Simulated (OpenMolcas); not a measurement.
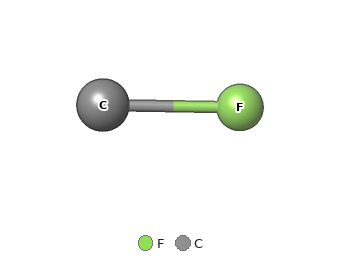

Fig. 1: The molecule at the reference distance of 1.456 Å.

# Relativistic diatomic calculation: FC⁻ (part 1 of 2)

FC⁻. Computed at this level: SA-CASSCF(10,7)/XMS-CASPT2 + RASSI spin-orbit (X2C scalar, AMFI), ANO-RCC-VTZP (OpenMolcas).

**Results in brief**

- outcome: converged; components of a degenerate state are split by 96 cm⁻¹; whether the anion is bound against detachment isn't tested
- lowest spin-free state: ³Σ
- lowest spin-orbit level: Ω = 0, −137.70693 hartree
- next level: Ω = 1, 0 cm⁻¹
- hardware: 1 CPU thread, shared host
- wall time: 19 s

**Notes**

Caveats: the two components of ¹Δ at 1.29 eV, degenerate in CASSCF as they must be, are split by 96 cm⁻¹ in XMS-CASPT2, an artefact that passes into its spin-orbit levels; the run doesn't test whether the anion keeps its extra electron; the basis has no added diffuse functions, and states above the detachment threshold, which may include the lowest, are held only by it.

**Input**
```
&GATEWAY
Coord
2
angstrom
F 0.0 0.0 0.0
C 0.0 0.0 1.4560
Basis=ANO-RCC-VTZP
Group=XY
RX2C
AMFI
ANGMom
0.0 0.0 0.0
RICD
&SEWARD
&GUESSORB
&RASSCF
FileOrb=$CurrDir/o31.orb
Symmetry=1
Spin=3
nActEl=10 0 0
Inactive=3 0
RAS2=3 4
CIRoot=5 5 1
Linear
Iterations=120 100
OrbListing=Nothing
PRWF=0.15
>>COPY $Project.RasOrb $CurrDir/o31.orb
>>COPY $Project.rasscf.h5 $CurrDir/r31.h5
&CASPT2
XMultistate=all
Imaginary=0.2
IPEA=0.25
MaxIter=40
>>COPY $Project.JobMix JOB001
&RASSCF
FileOrb=$CurrDir/o11.orb
Symmetry=1
Spin=1
nActEl=10 0 0
Inactive=3 0
RAS2=3 4
CIRoot=4 4 1
Linear
Iterations=120 100
OrbListing=Nothing
PRWF=0.15
>>COPY $Project.RasOrb $CurrDir/o11.orb
>>COPY $Project.rasscf.h5 $CurrDir/r11.h5
&CASPT2
XMultistate=all
Imaginary=0.2
IPEA=0.25
MaxIter=40
>>COPY $Project.JobMix JOB002
&RASSCF
FileOrb=$CurrDir/o32.orb
Symmetry=2
Spin=3
nActEl=10 0 0
Inactive=3 0
RAS2=3 4
CIRoot=4 4 1
Linear
Iterations=120 100
OrbListing=Nothing
PRWF=0.15
>>COPY $Project.RasOrb $CurrDir/o32.orb
>>COPY $Project.rasscf.h5 $CurrDir/r32.h5
&CASPT2
XMultistate=all
Imaginary=0.2
IPEA=0.25
MaxIter=40
>>COPY $Project.JobMix JOB003
&RASSCF
FileOrb=$CurrDir/o12.orb
Symmetry=2
Spin=1
nActEl=10 0 0
Inactive=3 0
RAS2=3 4
CIRoot=4 4 1
Linear
Iterations=120 100
OrbListing=Nothing
PRWF=0.15
>>COPY $Project.RasOrb $CurrDir/o12.orb
>>COPY $Project.rasscf.h5 $CurrDir/r12.h5
&CASPT2
XMultistate=all
Imaginary=0.2
IPEA=0.25
MaxIter=40
>>COPY $Project.JobMix JOB004
&RASSCF
FileOrb=$CurrDir/o51.orb
Symmetry=1
Spin=5
nActEl=10 0 0
Inactive=3 0
RAS2=3 4
CIRoot=1 1 1
Linear
Iterations=120 100
OrbListing=Nothing
PRWF=0.15
>>COPY $Project.RasOrb $CurrDir/o51.orb
>>COPY $Project.rasscf.h5 $CurrDir/r51.h5
&CASPT2
XMultistate=all
Imaginary=0.2
IPEA=0.25
MaxIter=40
>>COPY $Project.JobMix JOB005
&RASSI
Nr of JobIphs=5 5 4 4 4 1
1 2 3 4 5
1 2 3 4
1 2 3 4
1 2 3 4
1
SpinOrbit
EJob
Omega
MEES
MESO
Properties=4
'AngMom' 3 'Mltpl  1' 1 'Mltpl  1' 2 'Mltpl  1' 3
Thrs=1.0d-4
>>COPY $Project.rassi.h5 $CurrDir/so.h5
```

The first orbital files come from an earlier step.

Launched with:
```bash
pymolcas m.inp (one call a module block, same work directory)
```

**The program's output (extracts)**
```
++    Wave function specifications:
      Number of closed shell electrons           6
      Number of electrons in active shells      10
      Number of inactive orbitals                3
      Number of active orbitals                  7
      Number of secondary orbitals              50
      Spin quantum number                      1.0
      State symmetry                             1
++    Orbital specifications:
      Symmetry species                           1   2
                                                 a   b
      Frozen orbitals                            0   0
      Inactive orbitals                          3   0
      Active orbitals                            3   4
      RAS2 orbitals                              3   4
      Secondary orbitals                        26  24
      Number of basis functions                 32  28
      printout of CI-coefficients larger than  0.15 for root  1
      energy=    -137.323727
      conf/sym  111 2222     Coeff  Weight
            16  220 22uu  -0.93842 0.88063
            22  u2d 22uu  -0.27968 0.07822
      printout of CI-coefficients larger than  0.15 for root  2
      energy=    -136.997182
      conf/sym  111 2222     Coeff  Weight
            18  220 2uu2  -0.69962 0.48946
            61  220 u22u  -0.69962 0.48946
      printout of CI-coefficients larger than  0.15 for root  3
      energy=    -136.997182
      conf/sym  111 2222     Coeff  Weight
            17  220 2u2u  -0.69962 0.48946
            62  220 u2u2   0.69962 0.48946
      printout of CI-coefficients larger than  0.15 for root  4
      energy=    -136.993439
      conf/sym  111 2222     Coeff  Weight
            17  220 2u2u   0.70000 0.49000
            62  220 u2u2   0.70000 0.49000
      printout of CI-coefficients larger than  0.15 for root  5
      energy=    -136.976886
      conf/sym  111 2222     Coeff  Weight
            18  220 2uu2  -0.66478 0.44193
            22  u2d 22uu  -0.27833 0.07747
            61  220 u22u   0.66478 0.44193
      Natural orbitals and occupation numbers for root  1
      sym 1:   1.961488   1.993738   0.045505
      sym 2:   1.991460   1.991460   1.008174   1.008174
      Natural orbitals and occupation numbers for root  2
      sym 1:   1.983882   1.994941   0.023870
      sym 2:   1.500861   1.500861   1.497792   1.497792
      Natural orbitals and occupation numbers for root  3
      sym 1:   1.983882   1.994941   0.023870
      sym 2:   1.500861   1.500861   1.497792   1.497792
      Natural orbitals and occupation numbers for root  4
      sym 1:   1.983500   1.994415   0.023741
      sym 2:   1.501015   1.501015   1.498157   1.498156
      Natural orbitals and occupation numbers for root  5
      sym 1:   1.900748   1.987101   0.115172
      sym 2:   1.594157   1.594157   1.404333   1.404333
      RASSCF energy for state  5                   -136.97688554
::    RASSCF root number  1 Total energy:   -137.32372665
::    RASSCF root number  2 Total energy:   -136.99718163
::    RASSCF root number  3 Total energy:   -136.99718163
::    RASSCF root number  4 Total energy:   -136.99343927
::    RASSCF root number  5 Total energy:   -136.97688554
      Von Neumann Entropy (Root   1) =  1.16483
++    Wave function specifications:
      Number of closed shell electrons           2
      Number of electrons in active shells      10
      Number of inactive orbitals                1
      Number of active orbitals                  7
      Number of secondary orbitals              50
      Spin quantum number                      1.0
      State symmetry                             1
      Number of CSFs                           102
      Number of CASSCF root(s) available         5
      CASPT2 state passed to geometry opt.       5
      A file JOBMIX will be created
      This is a MULTI-STATE CASSCF reference
      Number of CI roots used                    5
      These are:                                 1   2   3   4   5
      Off-diagonal elements of Heff are computed
  FINAL CASPT2 RESULT:
      Reference energy:        -137.3237266504
      E2 (Non-variational):      -0.3772158336
      Shift correction:          -0.0052941127
      E2 (Variational):          -0.3825099463
      Total energy:            -137.7062365967
      Reference weight:           0.88501
  FINAL CASPT2 RESULT:
      Reference energy:        -136.9971816251
      E2 (Non-variational):      -0.3339800403
      Shift correction:          -0.0014609897
      E2 (Variational):          -0.3354410300
      Total energy:            -137.3326226551
      Reference weight:           0.91901
  FINAL CASPT2 RESULT:
      Reference energy:        -136.9971816251
      E2 (Non-variational):      -0.3339346824
      Shift correction:          -0.0014671157
      E2 (Variational):          -0.3354017981
      Total energy:            -137.3325834232
      Reference weight:           0.91900
  FINAL CASPT2 RESULT:
      Reference energy:        -136.9934392746
      E2 (Non-variational):      -0.3339225547
      Shift correction:          -0.0014515734
      E2 (Variational):          -0.3353741281
      Total energy:            -137.3288134027
      Reference weight:           0.91922
  FINAL CASPT2 RESULT:
      Reference energy:        -136.9768855437
      E2 (Non-variational):      -0.3419593645
      Shift correction:          -0.0017416490
      E2 (Variational):          -0.3437010135
      Total energy:            -137.3205865572
      Reference weight:           0.91033
       Total XMS-CASPT2 energies:
::    XMS-CASPT2 Root  1     Total energy:   -137.70693232
::    XMS-CASPT2 Root  2     Total energy:   -137.33262299
::    XMS-CASPT2 Root  3     Total energy:   -137.33258309
::    XMS-CASPT2 Root  4     Total energy:   -137.32881672
::    XMS-CASPT2 Root  5     Total energy:   -137.31988751
++    Wave function specifications:
      Number of closed shell electrons           6
      Number of electrons in active shells      10
      Number of inactive orbitals                3
      Number of active orbitals                  7
      Number of secondary orbitals              50
      Spin quantum number                      0.0
      State symmetry                             1
      printout of CI-coefficients larger than  0.15 for root  1
      energy=    -137.299156
      conf/sym  111 2222     Coeff  Weight
            21  220 2220   0.36005 0.12964
            22  220 22ud  -0.84273 0.71019
            25  220 2202  -0.36005 0.12964
      printout of CI-coefficients larger than  0.15 for root  2
      energy=    -137.299156
      conf/sym  111 2222     Coeff  Weight
            21  220 2220  -0.59590 0.35510
            22  220 22ud  -0.50919 0.25927
            25  220 2202   0.59590 0.35510
      printout of CI-coefficients larger than  0.15 for root  3
      energy=    -137.280102
      conf/sym  111 2222     Coeff  Weight
            21  220 2220  -0.68461 0.46868
            25  220 2202  -0.68461 0.46868
      printout of CI-coefficients larger than  0.15 for root  4
      energy=    -136.982582
      conf/sym  111 2222     Coeff  Weight
            24  220 u22d  -0.68559 0.47004
            26  220 2ud2   0.68559 0.47004
            44  u2d u22d   0.15856 0.02514
            46  u2d 2ud2  -0.15856 0.02514
      Natural orbitals and occupation numbers for root  1
      sym 1:   1.967149   1.998064   0.035359
      sym 2:   1.992609   1.992609   1.007105   1.007105
      Natural orbitals and occupation numbers for root  2
      sym 1:   1.967149   1.998064   0.035359
      sym 2:   1.992609   1.992609   1.007105   1.007105
      Natural orbitals and occupation numbers for root  3
      sym 1:   1.929635   1.971780   0.036302
      sym 2:   1.991857   1.991857   1.039285   1.039285
      Natural orbitals and occupation numbers for root  4
      sym 1:   1.986681   1.994375   0.020209
      sym 2:   1.501912   1.501912   1.497455   1.497455
      RASSCF energy for state  4                   -136.98258186
::    RASSCF root number  1 Total energy:   -137.29915566
::    RASSCF root number  2 Total energy:   -137.29915566
::    RASSCF root number  3 Total energy:   -137.28010196
::    RASSCF root number  4 Total energy:   -136.98258186
      Von Neumann Entropy (Root   1) =  1.13529
++    Wave function specifications:
      Number of closed shell electrons           2
      Number of electrons in active shells      10
      Number of inactive orbitals                1
      Number of active orbitals                  7
      Number of secondary orbitals              50
      Spin quantum number                      0.0
      State symmetry                             1
      Number of CSFs                           104
      Number of CASSCF root(s) available         4
      CASPT2 state passed to geometry opt.       4
      A file JOBMIX will be created
      This is a MULTI-STATE CASSCF reference
      Number of CI roots used                    4
      These are:                                 1   2   3   4
      Off-diagonal elements of Heff are computed
  FINAL CASPT2 RESULT:
      Reference energy:        -137.2991556570
      E2 (Non-variational):      -0.3581639439
      Shift correction:          -0.0020737882
      E2 (Variational):          -0.3602377321
      Total energy:            -137.6593933892
      Reference weight:           0.91011
  FINAL CASPT2 RESULT:
      Reference energy:        -137.2991556570
      E2 (Non-variational):      -0.3585771438
      Shift correction:          -0.0020990260
      E2 (Variational):          -0.3606761698
      Total energy:            -137.6598318269
      Reference weight:           0.90966
  FINAL CASPT2 RESULT:
      Reference energy:        -137.2801019581
      E2 (Non-variational):      -0.3514573371
      Shift correction:          -0.0017975910
      E2 (Variational):          -0.3532549281
      Total energy:            -137.6333568862
      Reference weight:           0.91442
  FINAL CASPT2 RESULT:
      Reference energy:        -136.9825818613
      E2 (Non-variational):      -0.3649008114
      Shift correction:          -0.0030779978
      E2 (Variational):          -0.3679788093
      Total energy:            -137.3505606706
      Reference weight:           0.89419
       Total XMS-CASPT2 energies:
::    XMS-CASPT2 Root  1     Total energy:   -137.65983193
::    XMS-CASPT2 Root  2     Total energy:   -137.65939329
::    XMS-CASPT2 Root  3     Total energy:   -137.63335689
::    XMS-CASPT2 Root  4     Total energy:   -137.35056067
++    Wave function specifications:
      Number of closed shell electrons           6
      Number of electrons in active shells      10
      Number of inactive orbitals                3
      Number of active orbitals                  7
      Number of secondary orbitals              50
      Spin quantum number                      1.0
      State symmetry                             2
      printout of CI-coefficients larger than  0.15 for root  1
      energy=    -137.155797
      conf/sym  111 2222     Coeff  Weight
             3  22u 220u  -0.94634 0.89555
            76  u20 222u  -0.26710 0.07134
      printout of CI-coefficients larger than  0.15 for root  2
      energy=    -137.155797
      conf/sym  111 2222     Coeff  Weight
             1  22u 22u0  -0.94634 0.89555
            77  u20 22u2   0.26710 0.07134
      printout of CI-coefficients larger than  0.15 for root  3
      energy=    -137.099085
      conf/sym  111 2222     Coeff  Weight
             3  22u 220u   0.26219 0.06875
            76  u20 222u  -0.95364 0.90942
      printout of CI-coefficients larger than  0.15 for root  4
      energy=    -137.099085
      conf/sym  111 2222     Coeff  Weight
             1  22u 22u0   0.26219 0.06875
            77  u20 22u2   0.95364 0.90942
      Natural orbitals and occupation numbers for root  1
      sym 1:   1.890694   1.994723   0.932974
      sym 2:   1.988586   1.995532   0.193059   1.004432
      Natural orbitals and occupation numbers for root  2
      sym 1:   1.890694   1.994723   0.932974
      sym 2:   1.995532   1.988586   1.004432   0.193059
      Natural orbitals and occupation numbers for root  3
      sym 1:   1.073351   1.987414   0.090562
      sym 2:   1.996377   1.997421   1.852710   1.002165
      Natural orbitals and occupation numbers for root  4
      sym 1:   1.073351   1.987414   0.090562
      sym 2:   1.997421   1.996377   1.002165   1.852710
      RASSCF energy for state  4                   -137.09908513
::    RASSCF root number  1 Total energy:   -137.15579699
::    RASSCF root number  2 Total energy:   -137.15579699
::    RASSCF root number  3 Total energy:   -137.09908513
::    RASSCF root number  4 Total energy:   -137.09908513
      Von Neumann Entropy (Root   1) =  1.42966
++    Wave function specifications:
      Number of closed shell electrons           2
      Number of electrons in active shells      10
      Number of inactive orbitals                1
      Number of active orbitals                  7
      Number of secondary orbitals              50
      Spin quantum number                      1.0
      State symmetry                             2
      Number of CSFs                           108
      Number of CASSCF root(s) available         4
      CASPT2 state passed to geometry opt.       4
      A file JOBMIX will be created
      This is a MULTI-STATE CASSCF reference
      Number of CI roots used                    4
      These are:                                 1   2   3   4
      Off-diagonal elements of Heff are computed
  FINAL CASPT2 RESULT:
      Reference energy:        -137.1557969890
      E2 (Non-variational):      -0.3923362558
      Shift correction:          -0.0024484223
      E2 (Variational):          -0.3947846781
      Total energy:            -137.5505816671
      Reference weight:           0.89660
  FINAL CASPT2 RESULT:
      Reference energy:        -137.1557969890
      E2 (Non-variational):      -0.3923362559
      Shift correction:          -0.0024484223
      E2 (Variational):          -0.3947846782
      Total energy:            -137.5505816672
      Reference weight:           0.89660
  FINAL CASPT2 RESULT:
      Reference energy:        -137.0990851323
      E2 (Non-variational):      -0.3921704632
      Shift correction:          -0.0033525835
      E2 (Variational):          -0.3955230467
      Total energy:            -137.4946081790
      Reference weight:           0.89032
  FINAL CASPT2 RESULT:
      Reference energy:        -137.0990851323
      E2 (Non-variational):      -0.3921704630
      Shift correction:          -0.0033525835
      E2 (Variational):          -0.3955230465
      Total energy:            -137.4946081788
      Reference weight:           0.89032
       Total XMS-CASPT2 energies:
::    XMS-CASPT2 Root  1     Total energy:   -137.54803917
::    XMS-CASPT2 Root  2     Total energy:   -137.54803917
::    XMS-CASPT2 Root  3     Total energy:   -137.49715067
::    XMS-CASPT2 Root  4     Total energy:   -137.49715067
++    Wave function specifications:
      Number of closed shell electrons           6
      Number of electrons in active shells      10
      Number of inactive orbitals                3
      Number of active orbitals                  7
      Number of secondary orbitals              50
      Spin quantum number                      0.0
      State symmetry                             2
      printout of CI-coefficients larger than  0.15 for root  1
      energy=    -137.110061
      conf/sym  111 2222     Coeff  Weight
             1  22u 22d0  -0.97046 0.94179
      printout of CI-coefficients larger than  0.15 for root  2
      energy=    -137.110061
      conf/sym  111 2222     Coeff  Weight
             4  22u 220d  -0.97046 0.94179
      printout of CI-coefficients larger than  0.15 for root  3
      energy=    -136.996716
      conf/sym  111 2222     Coeff  Weight
            65  u20 222d  -0.96997SPIN-FREE ENERGIES:
  (Shifted by EMIN (a.u.) =       -137.7069323213)
 SF State       Relative EMIN(au)   Rel lowest level(eV)    D:o, cm**(-1)      Abs_M
     1             0.0000000000        0.0000000000              0.0000         0.0
     6             0.0471003917        1.2816669514          10337.3411         2.0
     7             0.0475390348        1.2936030372          10433.6121         2.0
     8             0.0735754350        2.0020895812          16147.9415         0.0
    10             0.1588931478        4.3237028164          34873.0150         1.0
    11             0.1588931478        4.3237028164          34873.0150         1.0
    14             0.1773067147        4.8247614978          38914.3258         1.0
    15             0.1773067147        4.8247614978          38914.3258         1.0
    12             0.2097816485        5.7084494657          46041.7500         1.0
    13             0.2097816485        5.7084494657          46041.7500         1.0
    18             0.2654014265        7.2219407264          58248.8802         0.0
    16             0.3038234007        8.2674559076          66681.5289         1.0
    17             0.3038234007        8.2674559076          66681.5289         1.0
     9             0.3563716507        9.6973666344          78214.5367         0.0
     2             0.3743093356       10.1854759052          82151.4034         2.0
     3             0.3743492286       10.1865614517          82160.1590         2.0
     4             0.3781155978       10.2890495765          82986.7814         0.0
     5             0.3870448094       10.5320258021          84946.5169         0.0
```

(Continued in part 2.)
